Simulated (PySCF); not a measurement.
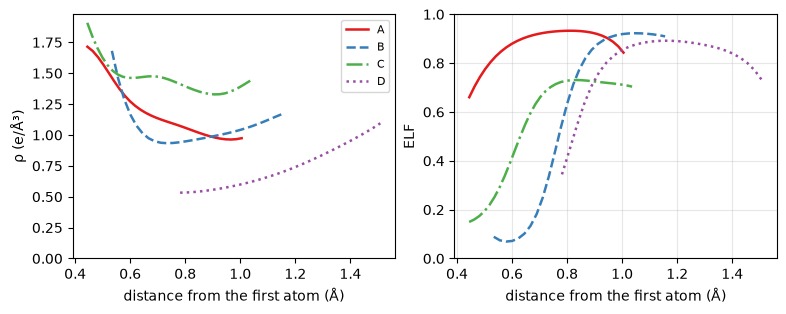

The picture shows: C3H8BSSi (SMILES [SiH2]SBC1CC1) (doublet). Total electron density and ELF along straight lines between neighbouring atoms. The curves leave out the atomic cores.

Geometry: GFN2-xTB.

Level of theory: UKS B3LYP, pcH-1 on B C H S Si, non-relativistic, mean-field spin-orbit, GIAO (PySCF 2.14.0, density-fitted response routines).

```
atom    x (Å)    y (Å)    z (Å)
  Si   3.4224   0.0409  -0.3059
   S   1.3123  -0.3215  -0.5535
   B   0.5255   0.4785   0.8262
   C  -1.0115   0.4141   0.9796
   C  -1.7980  -0.8097   0.5360
   C  -1.9228   0.4457  -0.2379
   H   3.7965  -0.0121   1.0994
   H   4.0565  -0.9516  -1.1539
   H   1.1937   1.0402   1.6100
   H  -1.4282   0.9104   1.8515
   H  -2.6213  -1.1249   1.1596
   H  -1.2405  -1.6239   0.0973
   H  -2.8345   1.0193  -0.1625
   H  -1.4507   0.4941  -1.2078
```

> Which curve belongs to which contact (B–S, C–B, C–C and Si–S)? The first atom named is at distance zero.

Curve A: C–B (1.55 Å): ρ at the midpoint is about 1.1 e/Å³, with its minimum of 0.96 e/Å³ about 1.0 Å from C; the ELF peaks at about 0.95 between the atoms; a covalent bond. Curve B: B–S (1.78 Å): the density is about 0.98 e/Å³ at the midpoint; the ELF peaks at about 0.90 between the atoms, as expected for a covalent bond. Curve C: C–C (1.48 Å): ρ is about 1.4 e/Å³ halfway; the ELF peaks at about 0.75 between the atoms. Curve D: Si–S (2.16 Å): the density is about 0.64 e/Å³ at the midpoint; the ELF peaks at about 0.90 between the atoms; a covalent bond.
